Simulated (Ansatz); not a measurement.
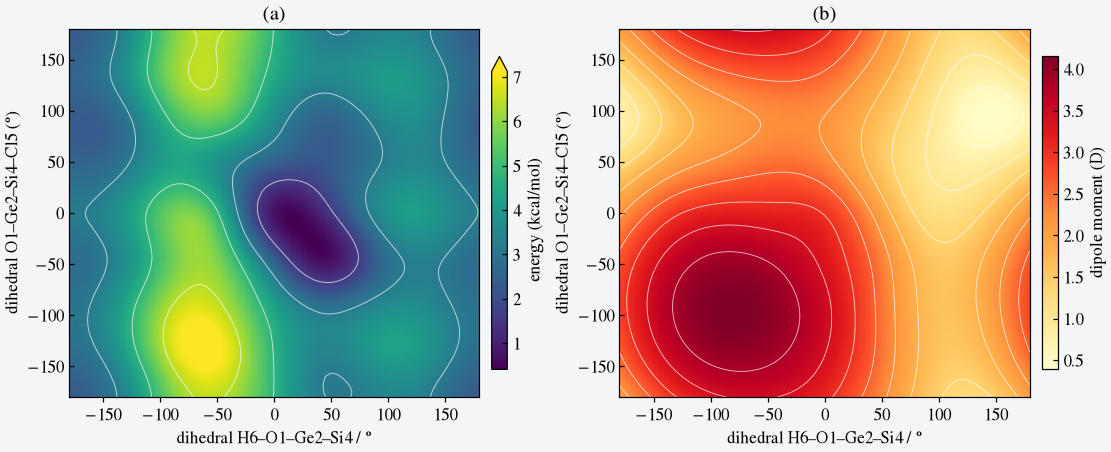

ClFGeH4OSi, SMILES [OH][GeH]([F])[SiH2]Cl. Coordinates scanned: (1) dihedral H6–O1–Ge2–Si4; (2) dihedral O1–Ge2–Si4–Cl5. Nothing is relaxed (all other coordinates rigid). The grid has 8 × 8 points. Points are written as (first, second). All energies are given in kcal/mol relative to the relaxed molecule at the same level. These are results of RKS SPW92 (LDA)/def2-TZVP (Ansatz), not measurements.

Panel (a) is the energy and panel (b) the computed dipole moment on the same grid.

The picture shows a smooth colour map with a few white contour lines, one colour for all values above the top of the scale. Between grid points the surface is interpolated.

Question: How does the dipole moment vary over the map, and what is it at the lowest grid point?

Answer: Leaving out the highest fifth of the energies, it runs from 0.42 D at (135°, 90°) to 3.78 D at (−135°, −90°). At the lowest grid point, (45°, −45°), it is 2.47 D.
